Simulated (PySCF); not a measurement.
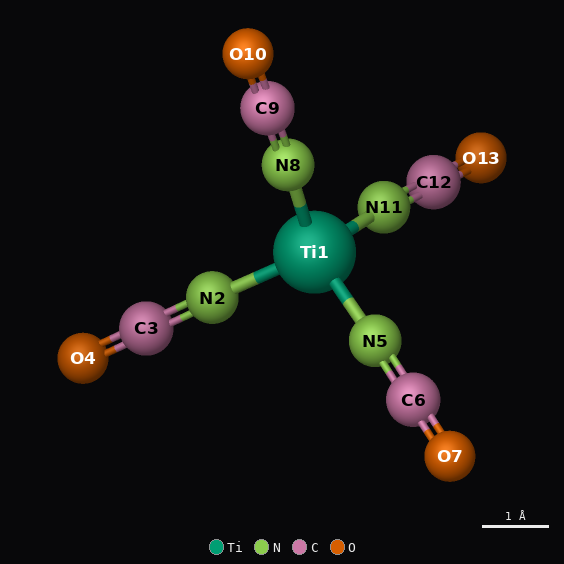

Numbered structure. Charge 0, singlet. Computed geometry: PBE0-D3(BJ)/def2-SVP optimisation. No frequency run is at hand to confirm it as a minimum.

> What is the geometry at N2?

N2 has 2 neighbours (Ti1 at 1.86, C3 at 1.21 Å); the arrangement is linear.

> How are the neighbours of atom 3 arranged?

C3 has 2 neighbours (N2 at 1.21, O4 at 1.16 Å); the arrangement is linear.

> Describe the coordination of atom 12.

C12 has 2 neighbours (N11 at 1.21, O13 at 1.16 Å); the arrangement is linear.

> How are the neighbours of atom 5 arranged?

N5 has 2 neighbours (Ti1 at 1.86, C6 at 1.21 Å); the arrangement is linear.
